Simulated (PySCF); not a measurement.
```yaml
atoms:
  - { symbol: C, position_ang: [1.2119, 1.6969, 0.8788] }
  - { symbol: Si, position_ang: [0.6428, 0.0573, 0.2017] }
  - { symbol: C, position_ang: [2.1425, -0.9896, -0.2657] }
  - { symbol: Cl, position_ang: [2.9428, -0.1816, -1.6587] }
  - { symbol: C, position_ang: [-0.6047, 0.1535, -1.2199] }
  - { symbol: C, position_ang: [-2.0178, 0.0833, -0.5981] }
  - { symbol: Si, position_ang: [-1.8843, -1.0342, 0.9274] }
  - { symbol: O, position_ang: [-0.2744, -0.7862, 1.3392] }
  - { symbol: H, position_ang: [1.8974, 2.1823, 0.1673] }
  - { symbol: H, position_ang: [0.3615, 2.3716, 1.0603] }
  - { symbol: H, position_ang: [1.7461, 1.5574, 1.8318] }
  - { symbol: H, position_ang: [1.8597, -2.0044, -0.5811] }
  - { symbol: H, position_ang: [2.8815, -1.0756, 0.5440] }
  - { symbol: H, position_ang: [-0.4725, 1.0385, -1.8618] }
  - { symbol: H, position_ang: [-0.4274, -0.7226, -1.8686] }
  - { symbol: H, position_ang: [-2.3313, 1.0829, -0.2496] }
  - { symbol: H, position_ang: [-2.7808, -0.2451, -1.3220] }
  - { symbol: H, position_ang: [-2.1226, -2.4785, 0.6207] }
  - { symbol: H, position_ang: [-2.7792, -0.6338, 2.0526] }
```

Geometry: PBE0-D3(BJ)/def2-SVP.

All numbers below come from PySCF 2.14.0, PBE0/pcSseg-1, SCF density, gas phase, non-relativistic.

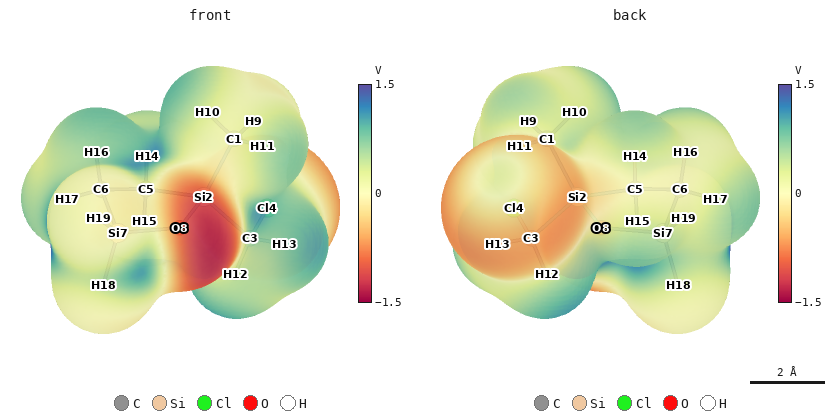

C₄H₁₁ClOSi₂. The molecular electrostatic potential painted on the density surface at 0.002 e/bohr³, seen from the front and from behind; the colour scale runs from red (negative) to blue (positive).

Question: Where is the surface potential most negative and most positive?

Answer: The most negative region (about −1.3 V) lies over O8, the most positive (about +1.4 V) over Si7. Cl4 shows a σ-hole: about +0.2 V at the tip opposite its bond, against about −0.4 V on its flanks. O8 is the likeliest acceptor of a hydrogen bond.

Question: What dipole moment does the calculation give?

Answer: Its dipole moment is 1.25 D.
